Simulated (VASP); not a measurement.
Band structure of BAs (relaxed from the layer:h-BN structure). Method: r2SCAN meta-GGA, VASP's PBE PAW potentials (set 64) (plane waves; VASP).

The cell holds a wide vacuum, so values per volume refer to the whole cell.

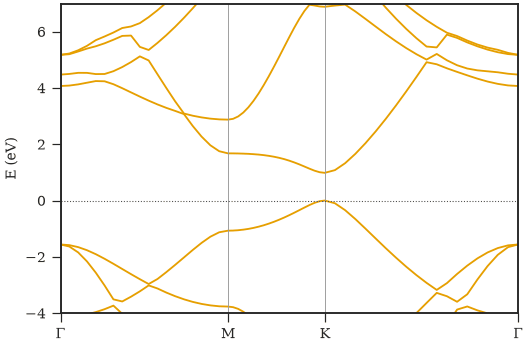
Figure: Bands along high-symmetry lines, zero at the valence-band maximum or, without a gap, the Fermi level

Task: Read the plot: is there a gap, and where are the band edges?

Result: The gap is direct, 0.98 eV, from the valence maximum at K to the conduction minimum at K.

The cell is a sheet with vacuum, built from a generated structure.
